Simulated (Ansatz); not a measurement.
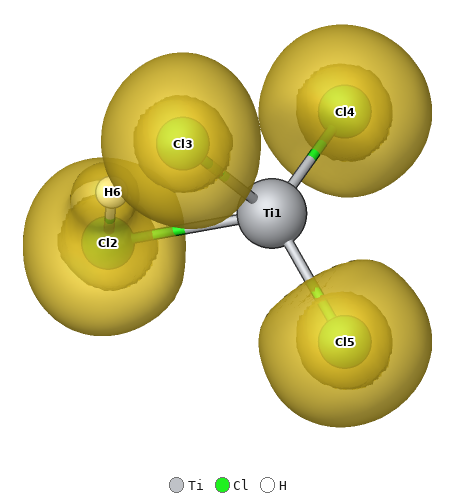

Figure. Cl4HTi (doublet). Isosurface of the ELF at 0.75 (yellow), seen at a tilt. Core shells and regions of very low density are left out.

These are results of UKS revPBE/def2-SVP in Ansatz 0.2.0, not measurements.

```yaml
atoms:
  - { symbol: Ti, position_ang: [-0.3541, 0.0000, 0.1980] }
  - { symbol: Cl, position_ang: [-0.4577, 0.0000, 2.6981] }
  - { symbol: Cl, position_ang: [1.9571, 0.0000, 0.8118] }
  - { symbol: Cl, position_ang: [-1.0335, 1.9055, -0.6857] }
  - { symbol: Cl, position_ang: [-1.0335, -1.9055, -0.6857] }
  - { symbol: H, position_ang: [0.9240, 0.0001, 2.2059] }
```

**Where are the electrons localised?**

The surface consists of three regions wrapped around Cl (the valence shell of each) and one joined region spread over several atoms (Cl, H), in which their bonds and any lone pairs are merged. Profiles from the grid: Ti–Cl (2.21 Å): the ELF peaks at about 0.85 in the valence shell of Cl, 0.8 Å from its nucleus, and is about 0.40 at the midpoint. Cl–H (1.47 Å): the ELF climbs to about 1 towards the hydrogen, as it does in any bond to H.
